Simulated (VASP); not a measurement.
Band structure of Zr (space group Im-3m). Calculation: r2SCAN meta-GGA, VASP's PBE PAW potentials (set 64) (plane waves; VASP).

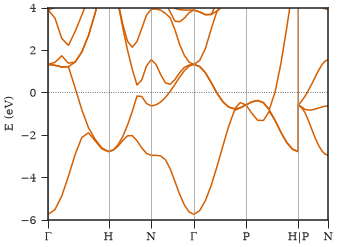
Figure: Bands along high-symmetry lines, zero at the valence-band maximum or, without a gap, the Fermi level

### Question
Read the plot: is there a gap, and where are the band edges?

### Answer
It has no gap at this level: it comes out as a metal or semimetal.

The structure comes from a computed database's Zr entry (Im-3m); how it stands against other phases isn't given here. It was relaxed first.
